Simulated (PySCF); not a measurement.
**C$_{3}$H$_{3}$FO, SMILES `F/C=C1\CO1`: what the electrons do**

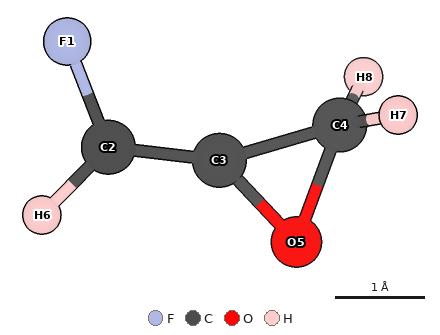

The molecule, with its atoms numbered as below. No frequency check shows the geometry to be a minimum.

Coordinates in Å:

```
F1      -1.9761    0.4148    0.0001
C2      -0.9960   -0.5125    0.0000
C3       0.2604   -0.1510   -0.0002
C4       1.3710    0.7622   -0.0003
O5       1.5014   -0.6634    0.0003
H6      -1.3637   -1.5251   -0.0009
H7       1.6619    1.2544    0.9198
H8       1.6627    1.2533   -0.9198
```

## 1. Excited states

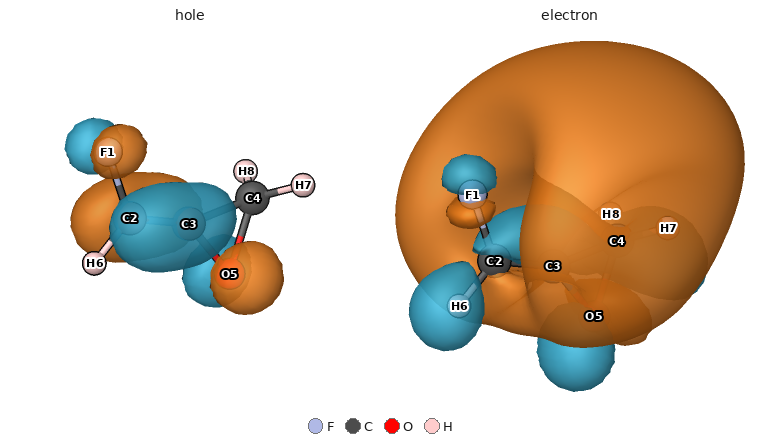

Leading natural transition orbital pair of S₃ (TDA singlet states); the surfaces enclose about 78 % of each orbital's density.

Method: ωB97X/6-31+G*; geometry: GFN2-xTB; program: PySCF.

Question: Give its energy and the atoms that hole and electron lie on.

Answer: 7.47 eV (166 nm), f = 0.025, partly diffuse acceptor orbital; the leading pair carries 99 %; hole on C2 (33 %), C3 (25 %) and O5 (24 %), electron on C4 (32 %), C3 (21 %) and C2 (14 %) (atom shares of so diffuse an orbital are rough); their centroids lie 1.6 Å apart. In canonical orbitals it is mainly HOMO → LUMO+4 (44 %). The HOMO–LUMO gap is 11.52 eV.

## 2. Removing or adding an electron

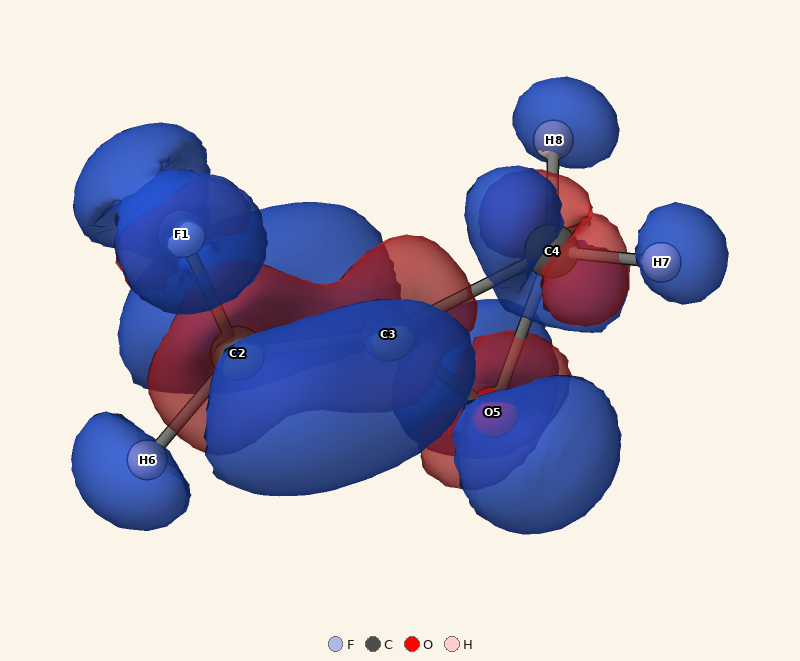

Fukui function f⁻ = ρ(N) − ρ(N−1) at fixed geometry, surfaces at ±0.03 e/Å³ (blue positive, red negative).

Level of theory: B3LYP/def2-SVPD (PySCF), at a geometry from GFN2-xTB.

Question: Which atoms respond most to the removal of an electron?

Answer: f⁻ (Hirshfeld-condensed) is largest on C2 (0.22), O5 (0.19) and C3 (0.16); the vertical ionisation energy is 9.53 eV (the stability of the cation's solution wasn't checked). Condensed values hint at sites of electrophilic attack but needn't mark the atom that reacts. Shares this close don't rank the sites. Orbital relaxation makes it negative in places (0.20 e in all).

## 3. Stretching a bond

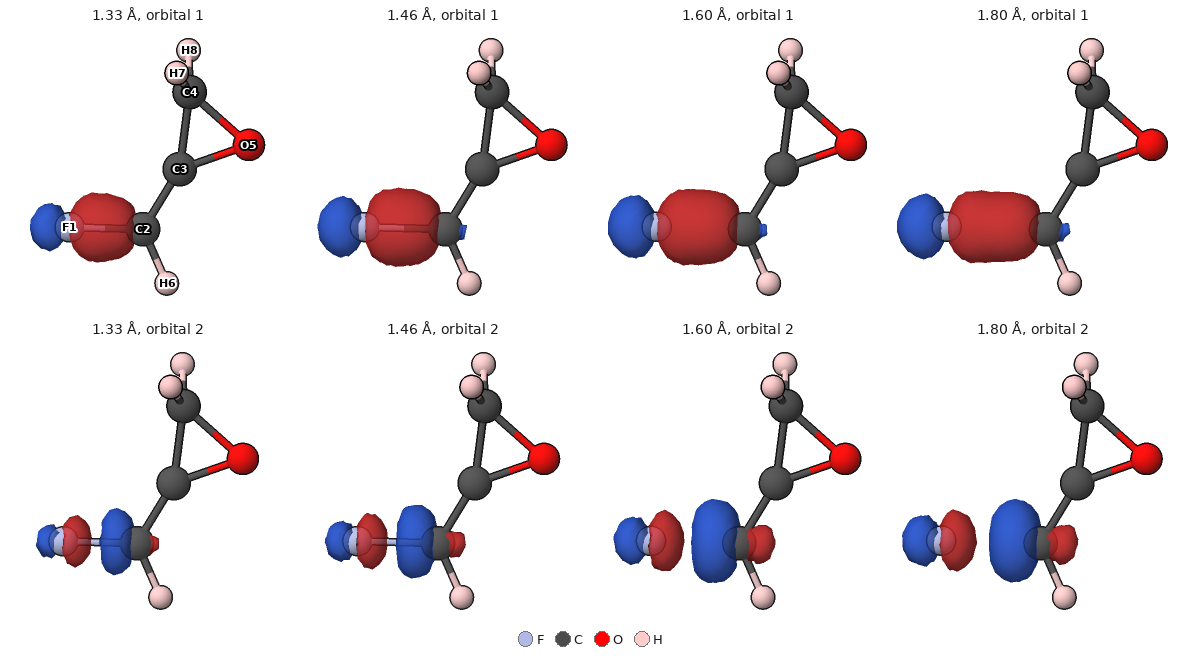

Rigid stretch of the F1–C2 bond. The two CASSCF(2,2) natural orbitals nearest half filling (orbital 1 the more occupied).

Method: def2-SVP basis; geometry: GFN2-xTB; program: PySCF.

Question: How do the occupations change along the stretch?

Answer: 1.33 Å: 1.98 and 0.02; 1.46 Å: 1.97 and 0.03; 1.60 Å: 1.95 and 0.05; 1.80 Å: 1.90 and 0.10. At the longest distance computed (3.72 Å) they are 1.06 and 0.94, and the effective number of unpaired electrons is 2.0.

UHF's ⟨S²⟩ passes 1 along the scan (up to 1.17), so it also polarises electrons outside the stretched bond; its energy lowering isn't due to that bond alone.

Question: Where does the UHF solution part from RHF?

Answer: Between 1.60 Å (⟨S²⟩ = 0, the two coincide) and 1.80 Å (⟨S²⟩ = 0.22); at 3.72 Å ⟨S²⟩ is 1.17 and UHF lies 5.9 eV below RHF.

Question: How much energy does the stretch cost?

Answer: By CASSCF, 4.3 eV from the lowest point of the scan (1.33 Å) to 3.72 Å; RHF gives 9.2 eV from its own lowest point. The fragments aren't relaxed and dynamic correlation is missing, so this isn't a bond dissociation energy.

The PySCF runs shown took 2.2 min, 54 s and 3.6 min on 1 thread of Arm Neoverse V2, on a shared host.
